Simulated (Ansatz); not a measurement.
Correcting a cheap level on Ge-containing molecules

The vertical ionisation energy (cation less neutral) in eV of 8 Ge-containing molecules: x at HF/def2-TZVPP, y at CCSD(T)/def2-TZVPP. Shapes, held fixed at every level: PBE0-D4/def2-TZVP. Flexible molecules stand in one conformer, not always the lowest. Programs: Ansatz 0.2.0.

| molecule | x (eV) | y (eV) |
| --- | --- | --- |
| Ge5H10 (SMILES [GeH2]1[GeH2][GeH2][GeH2][GeH2]1) | 8.59 | 9.23 |
| Ge2Si3H10 (SMILES [SiH2]1[SiH2][GeH2][GeH2][SiH2]1) | 8.64 | ? |
| Ge3Si2H10 (SMILES [SiH2]1[GeH2][SiH2][GeH2][GeH2]1) | 8.67 | 9.38 |
| Ge2Si4H14 (SMILES [SiH3][SiH2][GeH2][GeH2][SiH2][SiH3]) | 8.69 | 9.40 |
| Ge2Si3H10 (SMILES [SiH2]1[SiH2][GeH2][SiH2][GeH2]1) | 8.72 | 9.38 |
| Ge4H10 (SMILES [GeH3][GeH2][GeH2][GeH3]) | 8.82 | 9.53 |
| GeSi4H12 (SMILES [SiH3][SiH2][GeH2][SiH2][SiH3]) | 8.84 | 9.56 |
| Ge2Si3H12 (SMILES [SiH3][GeH2][SiH2][SiH2][GeH3]) | 8.89 | 9.59 |

Task: Fit y = c + s·x to the known rows and predict y for Ge2Si3H10 (SMILES [SiH2]1[SiH2][GeH2][GeH2][SiH2]1).

Result: 
1. Means of the 7 rows: x = 8.7457, y = 9.439.
2. Σ(Δx)² = 0.068971, Σ(Δx·Δy) = 0.080657, so the slope is 0.080657/0.068971 = 1.1694.
3. Intercept: 9.439 − (1.1694) × 8.7457 = -0.788. The largest residual of the fit is 0.030.
4. Ge2Si3H10 (SMILES [SiH2]1[SiH2][GeH2][GeH2][SiH2]1): -0.788 + 1.1694 × 8.64 = 9.32 eV.

CCSD(T)/def2-TZVPP gives 9.38 eV, so the prediction is off by -0.06 eV, more than the largest residual. Uncorrected, HF/def2-TZVPP misses it by -0.74 eV, and the other rows by 0.69 on average. The line removes about 90 % of this miss. Left out in turn, the other rows are missed by 0.03 eV on average, so much of the error is systematic among these molecules. Cations run unrestricted. Relativity is left out for Ge. Outer-core shells of Ge are correlated, in sets that cover them unevenly.

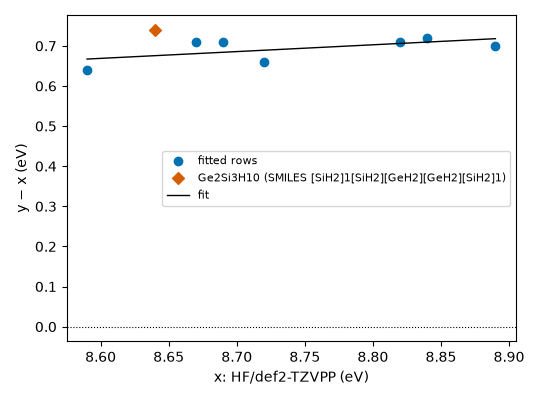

The correction y − x against x, with the fitted line and the withheld molecule.
